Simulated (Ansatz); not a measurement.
The calculation's input:

```
crystal:
  periodic: [false, false, false]
  atoms:
    - {symbol: H, position_ang: [0.949051, 0.007348, 0.937162]}
    - {symbol: C, position_ang: [-1.738409, -1.564085, -0.005388]}
    - {symbol: Cl, position_ang: [-1.763148, -0.403648, -1.228016]}
    - {symbol: Si, position_ang: [1.379238, 1.152852, 0.096019]}
    - {symbol: H, position_ang: [-2.197409, -1.313403, 0.937613]}
    - {symbol: H, position_ang: [-1.213860, -2.486778, -0.195858]}
    - {symbol: H, position_ang: [1.640115, 0.685512, -1.288195]}
    - {symbol: H, position_ang: [2.625804, 1.731628, 0.661395]}
    - {symbol: H, position_ang: [0.318417, 2.190672, 0.085370]}
basis:
  gaussian: {orbitals: def2-TZVPP}
magnetization: {spin_polarized: true, initial_magnetization: 1}
hamiltonian: {xc: pbe0, dispersion: d4}
output: {orbitals: {seedname: orbitals}}
```

Launched as:

```sh
ansatz run in.yaml --threads 4 --pin off --events-out ev --progress --plain --max-ram 9574MiB
```

The product side of a reaction path; geometry: PBE0-D4/def2-TZVP; a saddle point, not a minimum.

Level of theory: UKS PBE0-D4/def2-TZVPP in Ansatz 0.2.0.

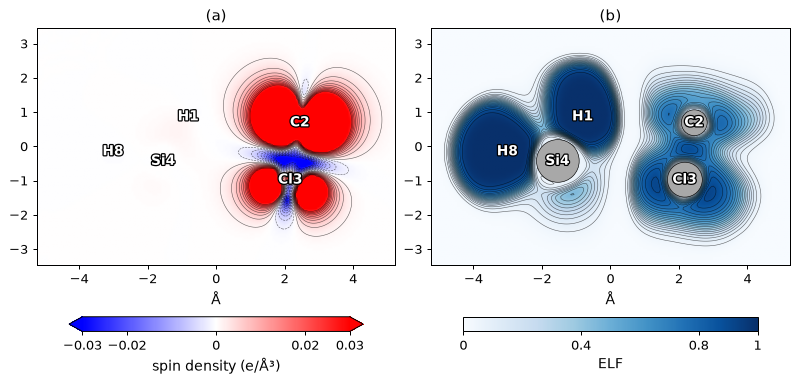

SiH4···CH2Cl (doublet). (a) spin density (α minus β); (b) electron localisation function on the plane of atoms H1, Si4 and H8. Grey discs cover the atomic cores in the ELF map.

Question: Interpret the plot.

Answer: Atoms in the plane: H, C, Cl and Si.
Si4···Cl3 (3.75 Å): the ELF dips to about 0 between them (a non-bonded, intermolecular contact).
C–Cl (1.69 Å): the ELF peaks at about 0.90 between the atoms, as expected for a covalent bond.
Si–H (1.48 Å): the ELF climbs to about 1 towards the hydrogen, as it does in any bond to H.
The ELF also peaks beside Cl3, away from the bonds: non-bonding electrons, paired or unpaired.
The unpaired spin (1 electron) lies mostly on C2 (about 0.7) and Cl3 (about 0.2), in electrons by Hirshfeld's partition.
